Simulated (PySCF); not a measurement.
Molecule: BSiNH₆S, SMILES NBS[SiH3].

Simulated rotational absorption lines between 26 and 40 GHz at 1.5 K: rigid rotor with the equilibrium constants and dipole of one optimised conformer (PBE0-D3(BJ)/def2-SVP, PySCF 2.14.0), commonest isotopes; no centrifugal distortion, hyperfine structure, internal rotation or nuclear-spin weights; lines within 1 MHz of each other are summed. Lines of different type are drawn apart.

### What are the rotational constants, and what kind of rotor is it?

Rotational constants A, B, C = 12.74, 2.113, 1.852 GHz; Ray's κ = −0.95, a near-prolate asymmetric top.

### Assign the strongest lines, as J(Ka,Kc).

| GHz | upper | lower | type | relative intensity |
| --- | --- | --- | --- | --- |
| 27.50 | 7(0,7) | 6(0,6) | a | 1.00 |
| 26.79 | 7(1,7) | 6(1,6) | a | 0.72 |
| 28.61 | 7(1,6) | 6(1,5) | a | 0.67 |
| 31.34 | 8(0,8) | 7(0,7) | a | 0.58 |

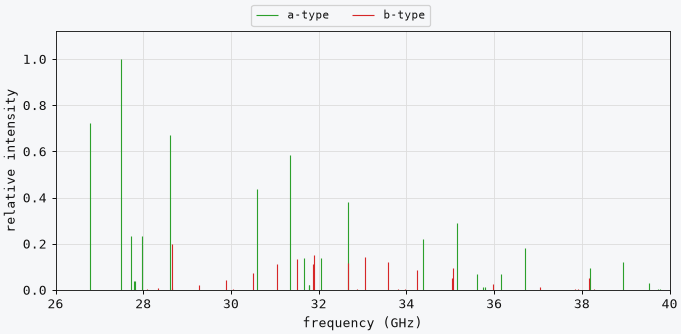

Known limits of this run: coarse grid, loose stop and no frequency check, small forces are noise and the end may be a saddle.
